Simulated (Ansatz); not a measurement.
# SnTe (SMILES [Sn][Te]): levels of theory compared

Wanted: a comparison of 6 runs (BHLYP/STO-3G, r2SCAN0/STO-3G, revPBE/STO-3G, RPA@PBE/STO-3G, CCSDTQ/STO-3G, UCCSD(T)/STO-3G) of SnTe. 

The calculation is run with Ansatz 0.2.0.

48 further runs of the same task are left out: 11 that didn't finish, 37 set aside as unsound or not needed.

## (1) Starting point

The species is SnTe (2 atoms), meant as a singlet with charge 0. As SMILES, `[Sn][Te]`. The Te2–Sn1 distance was set to 3.171 Å, away from the relaxed value.

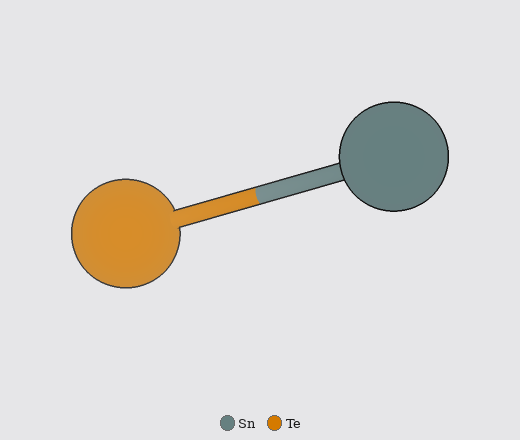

Viewed from a chosen angle; tin teal, tellurium orange.

## (2) The energy at BHLYP/STO-3G (run 1)

Input file input.yaml:

```yaml
basis:
  gaussian:
    orbitals: STO-3G
crystal:
  periodic: [false, false, false]
  atoms:
    - {symbol: Sn, position_ang: [0.000000, 0.000000, -0.634230]}
    - {symbol: Te, position_ang: [0.000000, 0.000000, 2.536770]}
hamiltonian:
  xc: {name: BHLYP}
accuracy: high
```

Launch:

```
$ ansatz run input.yaml --threads 1 --pin off --max-ram 2610MiB --events-out events.jsonl --progress --plain --runs-dir runs
```

Standard output:

```text
Warning: RAYON_NUM_THREADS=1 ignored (pool sized by the plan → 1); use --threads N
Functional definition: BHLYP
  name "BHLYP"
  parameter a = 0.5
  exchange = (1 - a)*b88_x + a*exact_x
  correlation = lyp_c
806 factors; integrals over basis functions are off by at most 5.2e-9 eV
mean field evaluation 1: about -340539.1207 eV, gradient 2.2e1 eV
mean field evaluation 2: about -340465.0958 eV, gradient 6.5e1 eV
mean field evaluation 4: about -340543.8881 eV, gradient 1.7e1 eV
mean field evaluation 8: about -340544.3054 eV, gradient 1.6e1 eV
mean field evaluation 16: about -340546.6766 eV, gradient 1.5e-8 eV
mean field -340546.67664625 eV, -12514.8595359216 hartree, gradient 2.0e-8 eV, S^2 0.000000; 0 other end points of the search recorded, 0 dependent functions left out
reference -340546.67666669 eV, -12514.8595366728 hartree; 51, 51 occupied and 3, 3 virtual orbitals, 806 factors
Total energy: -340546.67666669 eV, -12514.8595366728 hartree
```

Wall time 1.2 s (1 thread of AMD EPYC 9R45 (Zen 5), shared host); peak memory 0.19 GiB.

## (3) A single-point energy at r2SCAN0/STO-3G (run 2)

Input file in.yaml:

```yaml
crystal:
  periodic: [false, false, false]
  atoms:
    - {symbol: Sn, position_ang: [0.000000, 0.000000, -0.634230]}
    - {symbol: Te, position_ang: [0.000000, 0.000000, 2.536770]}
basis:
  gaussian:
    orbitals: STO-3G
hamiltonian:
  xc: {name: r2SCAN0}
accuracy: high
```

Launch:

```
$ ansatz run in.yaml --threads 1 --pin off --max-ram 2610MiB --events-out events.jsonl --progress --plain --runs-dir runs
```

Standard output:

```text
Warning: RAYON_NUM_THREADS=1 ignored (pool sized by the plan → 1); use --threads N
Functional definition: r2SCAN0
  name "r2SCAN0"
  parameter a = 0.25
  parameter k0 = 0.174
  parameter k1 = 0.065
  parameter a1 = 4.9479
  exchange = (1 - a)*r2scan_x(k0 = k0, k1 = k1, a1 = a1) + a*exact_x
  correlation = r2scan_c
806 factors; integrals over basis functions are off by at most 5.2e-9 eV
mean field evaluation 1: about -340545.3341 eV, gradient 2.2e1 eV
mean field evaluation 2: about -340465.4960 eV, gradient 6.0e1 eV
mean field evaluation 4: about -340547.5112 eV, gradient 2.1e1 eV
mean field evaluation 8: about -340552.9381 eV, gradient 8.6e-2 eV
mean field evaluation 16: about -340552.9270 eV, gradient 1.2e-4 eV
mean field -340552.92699162 eV, -12515.0892318775 hartree, gradient 7.3e-9 eV, S^2 0.000000; 0 other end points of the search recorded, 0 dependent functions left out
reference -340552.92699193 eV, -12515.0892318886 hartree; 51, 51 occupied and 3, 3 virtual orbitals, 806 factors
Total energy: -340552.92699193 eV, -12515.0892318886 hartree
```

It took 2.8 s on 1 thread of AMD EPYC 9R45 (Zen 5), shared host; peak memory 0.23 GiB.

Runs 3 to 5 aren't shown in full; the table further down has their settings and results.

## (4) A single-point energy at UCCSD(T)/STO-3G (run 6)

Input file job.yaml:

```yaml
basis:
  gaussian:
    orbitals: STO-3G
crystal:
  periodic: [false, false, false]
  atoms:
    - symbol: Sn
      position_ang: [0.000000, 0.000000, -0.634230]
    - symbol: Te
      position_ang: [0.000000, 0.000000, 2.536770]
scf:
  omitted_lower_state_checks: [cluster_reference, increment]
accuracy: high
magnetization:
  spin_polarized: true
  initial_magnetization: 0
correlation:
  method: ccsd_t
  frozen_orbitals: {Sn: 18, Te: 18}
```

Launch:

```
$ ansatz run job.yaml --threads 1 --pin off --max-ram 2610MiB --events-out events.jsonl --progress --plain --runs-dir runs
```

Standard output:

```text
Warning: RAYON_NUM_THREADS=1 ignored (pool sized by the plan → 1); use --threads N
[... 21 lines left out ...]
36 core orbitals not correlated: weight in the atoms' cores, before any rotation towards them, 1.000 or more for the frozen orbitals, at most 0.000 for the correlated occupied ones
[... 54 lines left out ...]
WARN: these amplitudes may be one of several solutions (largest doubles amplitude 0.51, level shift 0.00 eV)
Total energy: -340426.69702042 eV, -12510.4503659973 hartree
Checks for a lower state left out: cluster_reference, increment
```

Run time: 8.7 s. Hardware: 1 thread of AMD EPYC 9R45 (Zen 5), shared host; peak memory 0.25 GiB.

## (5) Overview of the runs

| run | level | frozen core orbitals | energy (Eh) | wall time |
| --- | --- | --- | --- | --- |
| 1 | BHLYP/STO-3G | – | -12514.859537 | 1.2 s |
| 2 | r2SCAN0/STO-3G | – | -12515.089232 | 2.8 s |
| 3 | revPBE/STO-3G | – | -12513.810621 | 2.1 s |
| 4 | RPA@PBE/STO-3G | 36 | -12510.494650 | 3.9 s |
| 5 | CCSDTQ/STO-3G | 36 | -12510.456181 | 26 s |
| 6 | UCCSD(T)/STO-3G | 36 | -12510.450366 | 8.7 s |

## (6) Summary of results

| quantity | value |
| --- | --- |
| run 6: total energy | -12510.45037 Eh |
| run 6: correlation energy (36 core orbitals frozen) | -53.2 mEh |
| run 6: (T) correction | -4.14 mEh |
| run 6: ⟨S²⟩ of the reference determinant | 1.037 |
| run 6: T1 diagnostic | 0.084 |

What this shows: Totals of different functionals can't be ranked against each other. In runs 4, 5 the log says that unrestricted orbitals would lower the reference, so the values rest on an unstable closed-shell determinant (other closed-shell runs at this shape may share the fault). In runs 1, 2, 3, 4, 5, 6 the basis is minimal, so the values are rough. In runs 1, 2, 3, 4, 5, 6 relativity is left out where basis or elements ask for it. Spin contamination of the reference: run 6 ⟨S²⟩ = 1.04. Where it is this large, the reference is a mixture of spin states, and values that rest on it are in doubt. All runs together took 45 s, the longest 26 s.
